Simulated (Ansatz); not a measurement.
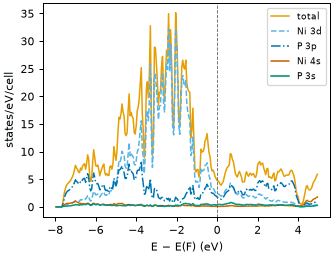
*Total and projected density of states of NiP in space group Pbca (No. 61; Ni on 8c, P on 8c), plane-wave PAW PBEsol (Ansatz code)*

Q: Which orbitals carry the states next to the Fermi level?

A: Within 0.5 eV of the Fermi level: Ni 3d 52 %, P 3p 36 %, P 3s 6 %. Projections are on Löwdin-orthogonalised atomic valence shells; empty p or d shells of many metals are not among them.

Q: Where is the tallest occupied peak in this window, and what makes it?

A: Near -2.0 eV, about 35 states/eV per cell; the largest projected share is Ni 3d.

The first step of the workflow began from a Materials Project structure, measured or hypothetical; the Crystallography Open Database files this formula in space group No. 61, but the cells were not matched. Whether it is the stable phase at ambient conditions was not checked. Symmetry was held in the PBEsol relaxation; its stability against distortions is not shown here. No spin polarisation was allowed.

Potentials: the later of the program's two PAW sets.
